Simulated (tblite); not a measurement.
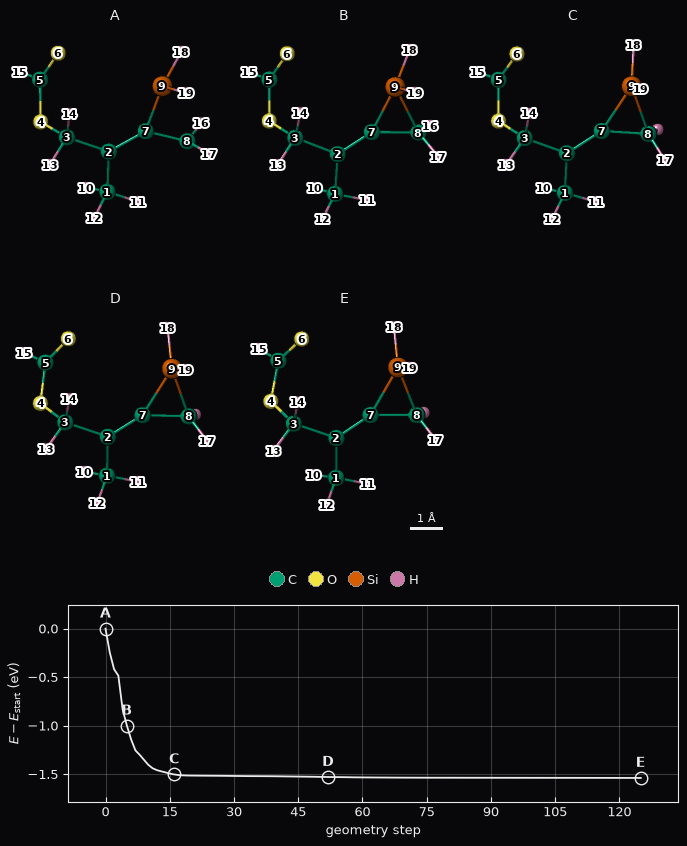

Frames of a relaxation of C₆H₁₀O₂Si, marked on the history of the run. Style: ball-and-stick. Shown at a tilt.

Level of theory: GFN2-xTB geometry optimisation, gas phase (tblite). 

**Describe the path.**

After 125 geometry steps the energy has fallen by 1.538 eV. The largest move after the best rigid fit is that of H18, 0.57 Å. Largest moves by element: H 0.57 Å, O 0.47 Å, C 0.31 Å, Si 0.24 Å. Among the contacts that change: C8–Si9 2.272 → 1.908 Å, C7–Si9 1.724 → 1.853 Å, C7–C8 1.415 → 1.503 Å, Si9–H18 1.480 → 1.447 Å. Among the angles between lasting bonds that change: C8–C7–Si9 92.2° → 68.4°, C2–C7–Si9 137.5° → 153.1°, C2–C7–C8 130.3° → 138.2°. The run took 1.6 s on 1 thread of Arm Neoverse N1 (shared host). From step 0 to 5: C8 moves most (0.33 Å), energy −1.000 eV. From step 5 to 16: Si and H atoms move most (0.24 Å), energy −0.502 eV. From step 16 to 52: O6 moves most (0.31 Å), energy −0.027 eV. From step 52 to 125: H15 moves most (0.23 Å), energy −0.010 eV.

```json
{"step": "0", "E − E(0), eV": "0.0000"}
{"step": "1", "E − E(0), eV": "-0.2456"}
{"step": "2", "E − E(0), eV": "-0.4183"}
{"step": "3", "E − E(0), eV": "-0.4842"}
{"step": "4", "E − E(0), eV": "-0.8334"}
{"step": "5", "E − E(0), eV": "-0.9995"}
{"step": "6", "E − E(0), eV": "-1.1437"}
{"step": "7", "E − E(0), eV": "-1.2552"}
{"step": "8", "E − E(0), eV": "-1.3004"}
{"step": "9", "E − E(0), eV": "-1.3522"}
{"step": "10", "E − E(0), eV": "-1.4031"}
{"step": "16", "E − E(0), eV": "-1.5018"}
{"step": "22", "E − E(0), eV": "-1.5145"}
{"step": "28", "E − E(0), eV": "-1.5165"}
{"step": "34", "E − E(0), eV": "-1.5193"}
{"step": "40", "E − E(0), eV": "-1.5211"}
{"step": "46", "E − E(0), eV": "-1.5245"}
{"step": "52", "E − E(0), eV": "-1.5285"}
{"step": "58", "E − E(0), eV": "-1.5318"}
{"step": "64", "E − E(0), eV": "-1.5338"}
{"step": "71", "E − E(0), eV": "-1.5353"}
{"step": "77", "E − E(0), eV": "-1.5359"}
{"step": "83", "E − E(0), eV": "-1.5361"}
{"step": "89", "E − E(0), eV": "-1.5364"}
{"step": "95", "E − E(0), eV": "-1.5367"}
{"step": "101", "E − E(0), eV": "-1.5369"}
{"step": "107", "E − E(0), eV": "-1.5371"}
{"step": "113", "E − E(0), eV": "-1.5374"}
{"step": "119", "E − E(0), eV": "-1.5378"}
{"step": "125", "E − E(0), eV": "-1.5381"}
```
